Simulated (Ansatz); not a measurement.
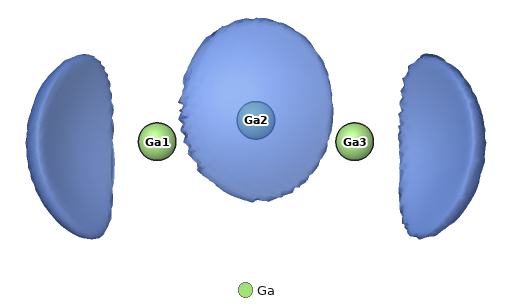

The picture shows: Ga···Ga···Ga (charge +1, triplet). Isosurface of the electron localisation function at 0.75 (blue), seen from one side. Core shells and regions of very low density are left out.

Geometry: PBE-D4/def2-TZVP.

The calculation used Ansatz 0.2.0, UKS PBE0-D4/def2-TZVP.

```yaml
atoms:
  - { symbol: Ga, position_ang: [-1.2472, 1.0006, 0.4425] }
  - { symbol: Ga, position_ang: [1.5611, 0.3929, 0.4013] }
  - { symbol: Ga, position_ang: [-0.3139, -1.3935, -0.8439] }
```

> What do the ELF domains correspond to?

At this value the surface marks out three lobes on Ga, pointing away from the bonds (non-bonding electrons). Profiles from the grid: Ga1···Ga2 (2.87 Å): the ELF is about 0.40 at the midpoint. Ga–Ga (2.87 Å): the ELF is about 0.40 at the midpoint.
